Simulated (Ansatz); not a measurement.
Band structure of YCo5 (P6/mmm, 6 atoms in the cell).

```xyz
6
Lattice="4.9276 0.0000 0.0000 -2.4638 4.2674 0.0000 0.0000 0.0000 3.9607" Properties=species:S:1:pos:R:3 pbc="T T T"
Y      0.0000     0.0000     0.0000
Co     0.0000     2.8449     0.0000
Co     2.4638     1.4225     0.0000
Co     2.4638     0.0000     1.9804
Co     1.2319     2.1337     1.9804
Co    -1.2319     2.1337     1.9804
```
Moments meant for the start (each program seeds them in its own way; μB, in the order of the atoms Y Co Co Co Co Co): 0.0 3.0 3.0 3.0 3.0 3.0.

Method: PBEsol, PAW files made with PBE (plane waves; Ansatz, a quantum-chemistry and plane-wave program).

Settings: kpoints.mp_grid.grid = 5 5 6; hamiltonian.xc = pbesol; hamiltonian.pseudopotentials = {kind: paw} (the program's default PAW files); magnetization.spin_polarized = true; scf.occupations.method = fermi_dirac; scf.occupations.width = 0.1 eV; kpoints.band_path.npoints = 8.

The starting cell comes from a database of computed structures (which also holds hypothetical and non-ambient phases and stackings), without a prior relaxation at this level. The magnetic order is the one reached from the typed start; others were not searched systematically.

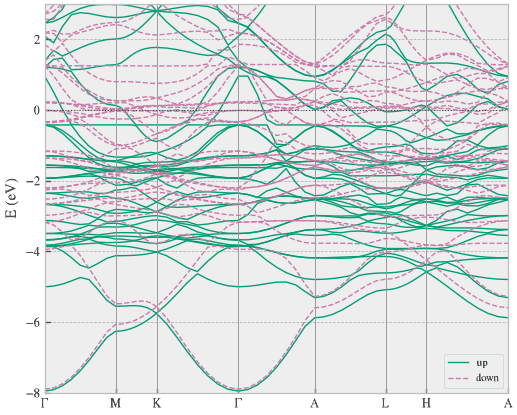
Bands along the path, energies from the Fermi level.

Levels in eV from the Fermi level, bands 48 to 55 of the first spin channel:
```csv
point,48,49,50,51,52,53,54,55
Γ,-0.42,-0.42,-0.42,0.96,1.21,1.21,1.39,2.09
M,-1.44,-1.43,-1.33,-0.42,0.13,1.28,2.01,2.61
K,-1.48,-1.23,-1.23,-0.89,-0.42,1.77,2.79,2.79
A,-1.01,-0.45,-0.45,-0.42,0.01,0.01,0.81,0.95
L,-1.19,-1.05,-0.57,-0.46,-0.45,-0.05,1.86,2.14
H,-1.39,-1.24,-0.78,-0.78,0.10,0.10,0.55,1.32
```

Bands cross the Fermi level along this path, so the cell is metallic at this level.

The net moment of the cell came out as 7.14 μB.

Keys are those of Ansatz 0.2.
